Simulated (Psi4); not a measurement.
# C3H7F (2-fluoropropane): wB97M-V/cc-pVDZ

Aim: the energy change on altering one bond length of C3H7F (2-fluoropropane) at wB97M-V/cc-pVDZ, from 2 runs. 

The results are computed with Psi4 1.11.

**1. The molecule**

The species is C3H7F (11 atoms), meant as a singlet with charge 0. SMILES: `CC(C)F`. The shape is that of a PBE0-D4/def2-TZVP optimisation.

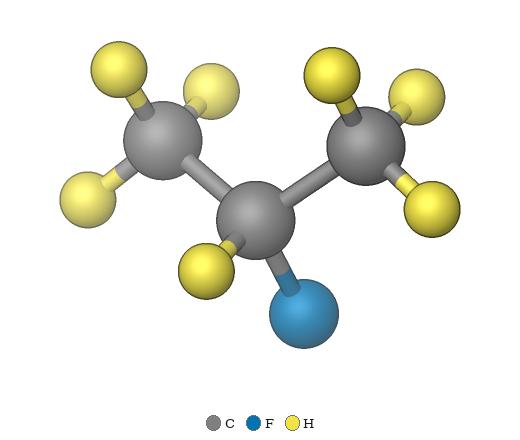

The structure, seen from a chosen angle (carbon grey, fluorine blue, hydrogen yellow).

**2. The energy at wB97M-V/cc-pVDZ**

c3h7f.xyz

```xyz
11
C3H7F
C     -0.234500     1.045100    -0.703000
C     -0.479600    -0.306600    -0.081300
C      0.626400    -0.766200     0.834700
F     -0.614100    -1.242400    -1.108400
H     -1.041900     1.303400    -1.390000
H     -0.180600     1.814100     0.071000
H      0.707700     1.043900    -1.256000
H     -1.436600    -0.307200     0.453700
H      1.578500    -0.788700     0.299400
H      0.417300    -1.766700     1.216600
H      0.722800    -0.085600     1.683800
```

c3h7f.py

```python
import psi4

psi4.set_memory(1600000000)
psi4.set_num_threads(1)
psi4.core.set_output_file('psi4.out', False)

with open('c3h7f.xyz') as f:
    atoms = ''.join(f.readlines()[2:])
m = psi4.geometry('0 1\n' + atoms + 'symmetry c1\nno_reorient\nno_com')

psi4.set_options({
    'basis': 'cc-pVDZ',
    'puream': True,
    'e_convergence': 1e-09,
    'd_convergence': 1e-08,
    'scf_type': 'pk',
    'dft_radial_points': 99,
    'dft_spherical_points': 590,
})

result = psi4.energy("wb97m-v", molecule=m)
print(f'total energy {result:.8f} hartree = {result * 27.211386:.5f} eV')
```

On the command line:

```console
$ python c3h7f.py
```

psi4.out, shortened:

```text
[...]
  Running in c1 symmetry.
[...]
  Nuclear repulsion =  133.058599214639941
[...]
  Multiplicity = 1
[...]
  Nalpha       = 17
  Nbeta        = 17
[...]
    Number of basis functions: 91
[...]
   @RKS iter   1:  -218.11768233671219   -4.25403e-01   6.04811e-03 DIIS/ADIIS
[...]
   @RKS iter  11:  -218.27970103012990   -4.80327e-12   3.01489e-09 DIIS
[...]
    Orbital Energies [Eh]
    ---------------------
    Doubly Occupied:
       1A    -24.879951     2A    -10.426303     3A    -10.350673
       4A    -10.350652     5A     -1.304990     6A     -0.909961
       7A     -0.817211     8A     -0.708064     9A     -0.608611
      10A     -0.571187    11A     -0.561115    12A     -0.501949
      13A     -0.494132    14A     -0.484718    15A     -0.469637
      16A     -0.422332    17A     -0.416221
[...]
  @RKS Final Energy:  -218.27970103012990
   => Energetics <=
    Nuclear Repulsion Energy =            133.0585992146399406
    One-Electron Energy =                -561.2837559067784241
    Two-Electron Energy =                 230.4683371855572318
    DFT Exchange-Correlation Energy =     -20.6576369300668787
    Empirical Dispersion Energy =           0.0000000000000000
    VV10 Nonlocal Energy =                  0.1347554065182631
    Total Energy =                       -218.2797010301298997
[...]
 Multipole Moments:
 ------------------------------------------------------------------------------------
     Multipole            Electronic (a.u.)      Nuclear  (a.u.)        Total (a.u.)
 ------------------------------------------------------------------------------------
 L = 1.  Multiply by 2.5417464519 to convert [e a0] to [Debye]
 Dipole X            :         10.0983077           -9.9889033            0.1094044
 Dipole Y            :         19.6195986          -19.1516184            0.4679802
 Dipole Z            :         16.7317026          -16.2416291            0.4900734
 Magnitude           :                                                    0.6864013
[...]
```

The script printed:

```text
total energy -218.27970103 hartree = -5939.69320 eV
```

Wall time 3.5 min (1 thread of Intel Xeon Platinum 8488C (Sapphire Rapids), shared host); peak memory 1.1 GiB.

**3. The distorted shape**

calc.inp

```
memory 1600 mb

molecule {
  0 1
  C
  C 1 R2
  C 2 R3 1 A3
  F 2 R4 3 A4 1 D4
  H 1 R5 2 A5 4 D5
  H 1 R6 5 A6 2 D6
  H 1 R7 5 A7 6 D7
  H 2 R8 4 A8 1 D8
  H 3 R9 2 A9 8 D9
  H 3 R10 9 A10 2 D10
  H 3 R11 10 A11 9 D11

  R2 = 1.507872
  R3 = 1.507821
  A3 = 113.85887
  R4 = 1.395975
  A4 = 108.25902
  D4 = 120.43626
  R5 = 1.091138
  A5 = 110.58045
  D5 = 56.8664
  R6 = 1.092402
  A6 = 108.41938
  D6 = -121.0406
  R7 = 1.2564
  A7 = 108.64619
  D7 = -117.70059
  R8 = 1.096392
  A8 = 105.93567
  D8 = 118.06034
  R9 = 1.092496
  A9 = 110.3566
  D9 = 178.72969
  R10 = 1.091133
  A10 = 108.63987
  D10 = 121.39149
  R11 = 1.092465
  A11 = 108.42862
  D11 = -117.69456
  units angstrom
  symmetry c1
  no_reorient
  no_com
}

set {
  basis                cc-pVDZ
  puream               true
  e_convergence        1e-09
  d_convergence        1e-08
  scf_type             pk
  dft_radial_points    99
  dft_spherical_points 590
}

e, wfn = energy('wb97m-v', return_wfn=True)
print_variables()
```

On the command line:

```console
$ psi4 -n 1 calc.inp calc.out
```

calc.out, shortened:

```text
[...]
  Running in c1 symmetry.
[...]
  Nuclear repulsion =  132.459212807297860
[...]
  Multiplicity = 1
[...]
  Nalpha       = 17
  Nbeta        = 17
[...]
    Number of basis functions: 91
[...]
   @RKS iter   1:  -218.10810810389549   -4.87195e-01   5.95669e-03 DIIS/ADIIS
[...]
   @RKS iter  12:  -218.26849293074366   -2.55795e-13   1.60463e-09 DIIS
[...]
    Orbital Energies [Eh]
    ---------------------
    Doubly Occupied:
       1A    -24.880488     2A    -10.428229     3A    -10.365706
       4A    -10.350966     5A     -1.305510     6A     -0.908686
       7A     -0.813014     8A     -0.704590     9A     -0.607900
      10A     -0.572053    11A     -0.560486    12A     -0.502193
      13A     -0.488681    14A     -0.472819    15A     -0.468535
      16A     -0.423341    17A     -0.414775
[...]
  @RKS Final Energy:  -218.26849293074366
   => Energetics <=
    Nuclear Repulsion Energy =            132.4592128072978596
    One-Electron Energy =                -560.1064202530383227
    Two-Electron Energy =                 229.8606331406140555
    DFT Exchange-Correlation Energy =     -20.6165484284980636
    Empirical Dispersion Energy =           0.0000000000000000
    VV10 Nonlocal Energy =                  0.1346298028808488
    Total Energy =                       -218.2684929307436619
[...]
 Multipole Moments:
 ------------------------------------------------------------------------------------
     Multipole            Electronic (a.u.)      Nuclear  (a.u.)        Total (a.u.)
 ------------------------------------------------------------------------------------
 L = 1.  Multiply by 2.5417464519 to convert [e a0] to [Debye]
 Dipole X            :         -3.0934314            3.6617440            0.5683125
 Dipole Y            :          3.9238814           -4.2629663           -0.3390849
 Dipole Z            :          2.5685390           -2.7780287           -0.2094897
 Magnitude           :                                                    0.6941496
[...]
```

It took 4.4 min on 1 thread of Intel Xeon Platinum 8488C (Sapphire Rapids), shared host; peak memory 1.1 GiB.

**4. What came out**

At wB97M-V/cc-pVDZ:

| quantity | value |
| --- | --- |
| first shape: total energy | -218.27970 Eh |
| first shape: dipole moment | 1.74 D |
| first shape: HOMO energy | -11.33 eV |
| first shape: LUMO energy | 3.64 eV |
| first shape: HOMO–LUMO gap | 14.96 eV |
| distorted shape: total energy | -218.26849 Eh |
| distorted shape: dipole moment | 1.76 D |
| distorted shape: HOMO energy | -11.29 eV |
| distorted shape: LUMO energy | 3.57 eV |
| distorted shape: HOMO–LUMO gap | 14.86 eV |
| energy change with the C1–H7 bond stretched from 1.092 to 1.256 Å | 0.305 eV |

With the C1–H7 bond stretched from 1.092 to 1.256 Å the energy rises by 0.30 eV (29.4 kJ/mol). The first shape isn't relaxed at this level, so the change isn't measured from a minimum.
